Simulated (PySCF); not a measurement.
**C3H13PSi2: excited-state calculation**

- system: C3H13PSi2
- method: TDDFT PBE0/def2-SVPD, vertical, gas phase, core orbitals frozen in the response (PySCF 2.14.0)

The geometry comes from this level: GFN2-xTB. It belongs to a series of runs on one base structure; here: H replaced by SiMe3.

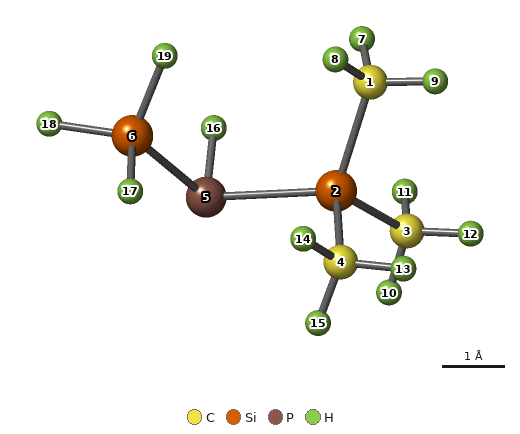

Figure 1. The structure as given in the input (ball-and-stick view, seen at a tilt; atoms are numbered from 1 in the order of the input).

The input:
```
{"job": {"kind": "uv", "xc": "PBE0", "basis": "def2-SVPD", "nstates": 8, "ntriplets": 3}, "charge": 0, "multiplicity": 1}
C     -0.943589    -0.845640     1.449311
Si    -0.559738    -0.000009    -0.225338
C     -1.851567    -0.556628    -1.516913
C     -0.609921     1.896123    -0.016393
P      1.470584    -0.529020    -1.077506
Si     2.850686    -0.054963     0.602535
H     -0.814564    -1.922348     1.383852
H     -0.290081    -0.482101     2.236938
H     -1.968093    -0.655621     1.754692
H     -1.657401    -0.096996    -2.481294
H     -1.829399    -1.633332    -1.657638
H     -2.856544    -0.281059    -1.211939
H     -1.601966     2.236925     0.262366
H      0.084359     2.227966     0.749767
H     -0.335663     2.390376    -0.943546
H      1.375046    -1.878050    -0.796845
H      2.901868     1.400939     0.733514
H      4.167287    -0.579637     0.240649
H      2.458893    -0.627676     1.894593
```

The first line tells a small driver script what to run in PySCF; the rest is the geometry in Å.

Launch command:
```bash
OMP_NUM_THREADS=1 python <driver script> task.json out
```

Log:
```
coarse grid: 16192 points
cycle   1  E = -1041.4475945847  dE =  6.647e-03  |g| = 4.843e-01  |ddm| = 5.628e+00
cycle   2  E = -1041.4372289309  dE =  1.037e-02  |g| = 5.199e-01  |ddm| = 1.296e+00
cycle   3  E = -1041.5104686697  dE = -7.324e-02  |g| = 2.951e-02  |ddm| = 6.633e-01
cycle   4  E = -1041.5106708002  dE = -2.021e-04  |g| = 1.803e-02  |ddm| = 1.058e-01
cycle   5  E = -1041.5107848184  dE = -1.140e-04  |g| = 1.935e-03  |ddm| = 4.655e-02
cycle   6  E = -1041.5107860347  dE = -1.216e-06  |g| = 7.677e-04  |ddm| = 6.700e-03
final grid: 139240 points
cycle   7  E = -1041.6351202032  dE = -3.569e-05  |g| = 7.602e-03  |ddm| = 1.134e-01
cycle   8  E = -1041.6351145482  dE =  5.655e-06  |g| = 8.824e-03  |ddm| = 2.356e-02
cycle   9  E = -1041.6351356817  dE = -2.113e-05  |g| = 3.283e-04  |ddm| = 1.221e-02
cycle  10  E = -1041.6351357182  dE = -3.645e-08  |g| = 1.412e-04  |ddm| = 1.198e-03
cycle  11  E = -1041.6351357251  dE = -6.920e-09  |g| = 3.185e-05  |ddm| = 3.770e-04
cycle  12  E = -1041.6351357254  dE = -3.095e-10  |g| = 6.809e-06  |ddm| = 7.834e-05
```

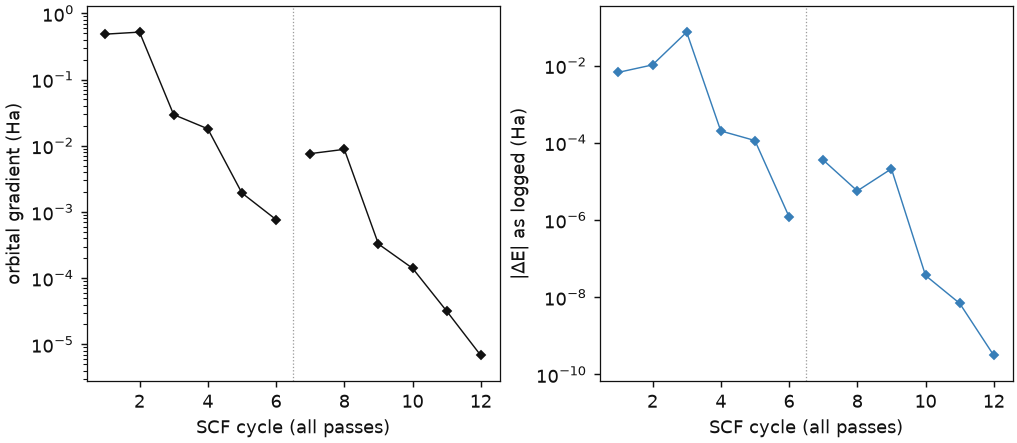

Figure 2. Convergence of the self-consistent field: orbital gradient and size of the energy change against the SCF cycle. The dotted line marks the change from a coarse to the final integration grid. The first 6 cycles use a coarse grid, the final grid takes over at cycle 7, and the field converges after 12 cycles in all.

```
converged SCF energy = -1041.6351357254

Static polarisability (au): isotropic 120.414, principal 106.456 114.305 140.481

Singlet excitations
state   eV       nm        f      main configurations
  1   5.9720    207.6   0.00666   H->L 0.77, H->L+2 0.09, H->L+1 0.08
  2   6.1481    201.7   0.05858   H->L+1 0.81, H->L 0.11
  3   6.4800    191.3   0.03952   H->L+2 0.52, H->L+4 0.32
  4   6.5949    188.0   0.01762   H->L+4 0.51, H->L+2 0.24, H->L+3 0.15
  5   6.6729    185.8   0.05824   H->L+3 0.78, H->L+4 0.08
  6   7.0011    177.1   0.00803   H->L+5 0.84
  7   7.3173    169.4   0.02949   H-1->L 0.79
  8   7.4195    167.1   0.12777   H-1->L+1 0.67, H->L+6 0.19

Triplet excitations (Tamm-Dancoff, eV): 5.3315 5.5279 5.9619
```

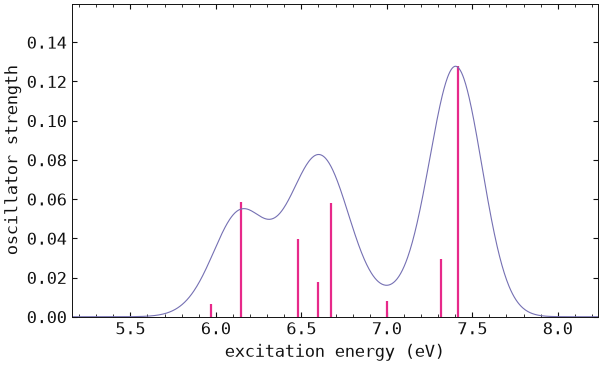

Figure 3. Computed excitations as sticks (degenerate states added up, dark ones marked on the axis), with a Gaussian envelope of 0.35 eV full width at half maximum, scaled to the tallest. Of the 8 states the lowest lies at 5.97 eV (f = 0.007); the strongest line is at 7.42 eV, or 167 nm (f = 0.128).

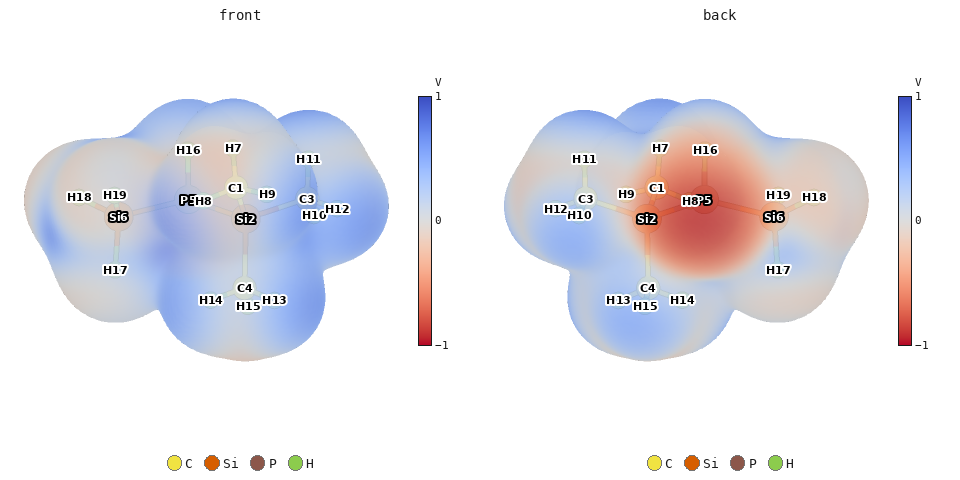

Figure 4. The molecular electrostatic potential painted on the density surface at 0.001 e/bohr³, seen face on and from behind; red is negative and blue positive. Its dipole moment is 1.39 D.

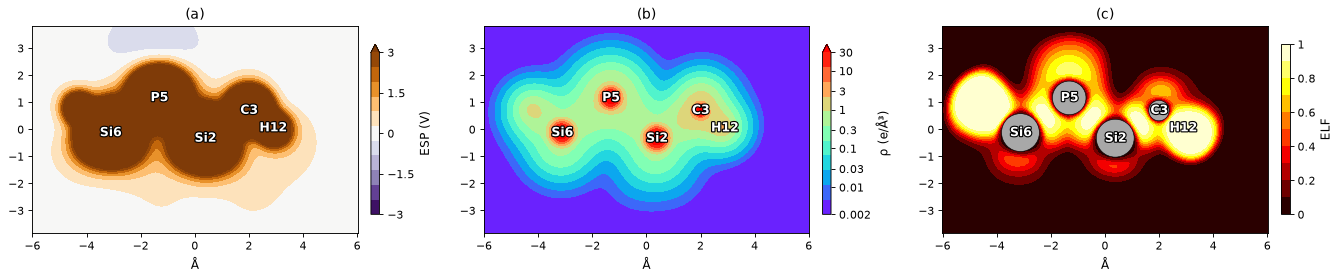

Figure 5. (a) electrostatic potential; (b) total electron density; (c) electron localisation function on the plane of atoms Si2, C3 and H12. Grey discs, where drawn, cover atomic cores. The plane passes through Si, C, P and H nuclei. Si–P (2.23 Å): ρ is about 0.74 e/Å³ halfway; the ELF peaks at about 0.95 between the atoms (a covalent bond). C–H (1.09 Å): ρ at the midpoint is about 1.9 e/Å³; the ELF climbs to about 1 towards the hydrogen, as it does in any bond to H; a covalent bond by its length.

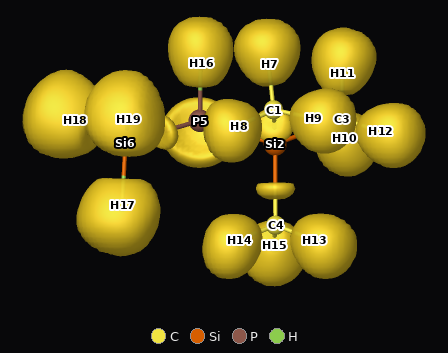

Figure 6. Isosurface of the electron localisation function at 0.9 (yellow), seen face on. Core shells and regions of very low density are left out. Values along the shortest contacts: C–Si (1.91 Å): the ELF peaks at about 0.95 between the atoms, which marks a covalent bond. Si–P (2.23 Å): the ELF peaks at about 0.95 between the atoms (localised, shared-pair bonding).

Summary:

```csv
quantity,value
outcome,converged
total energy,−1041.635136 hartree
HOMO,−6.94 eV
LUMO,0.25 eV
dipole moment,1.39 D
mean polarisability,120.41 a.u.
lowest singlet excitation,5.97 eV
hardware,"1 CPU thread, shared host"
wall time,54 s
peak memory,0.88 GiB
```
